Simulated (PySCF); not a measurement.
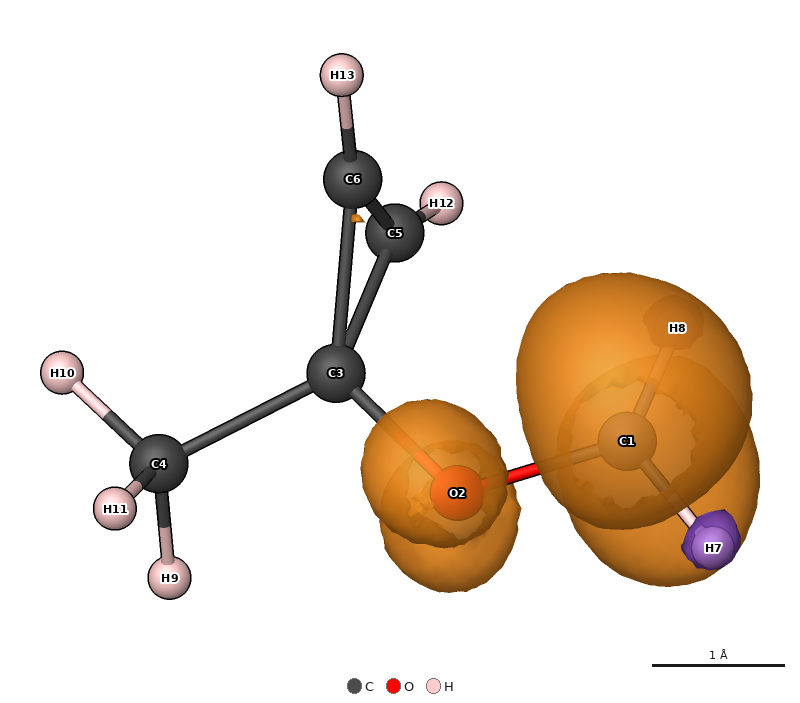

*C5H7O (SMILES [CH2]OC1(C)C=C1) (doublet). Isosurfaces of the spin density at +0.03 (orange) and −0.03 e/Å³ (purple), seen at a tilt.*

Geometry: GFN2-xTB.

These are results of PySCF, UKS B3LYP, pcH-1 on C H O, non-relativistic, mean-field spin-orbit, GIAO, not measurements.

```xyz
13

C     1.7320    0.7016   -1.0209
O     1.1238   -0.3597   -0.4329
C    -0.1391   -0.1851    0.1586
C    -0.6048   -1.5134    0.7124
C    -1.0936    0.8450   -0.3567
C    -0.5200    1.1186    0.7862
H     2.6105    0.4302   -1.5713
H     1.1519    1.5665   -1.2896
H    -0.6871   -2.2441   -0.0896
H    -1.5728   -1.3980    1.1914
H     0.1138   -1.8840    1.4400
H    -1.7520    1.1320   -1.1409
H    -0.3668    1.7908    1.5955
```

### Which atoms carry the spin?

The unpaired spin (1 electron) lies mostly on C1 (about 0.7) and O2 (about 0.2), in electrons by Hirshfeld's partition.
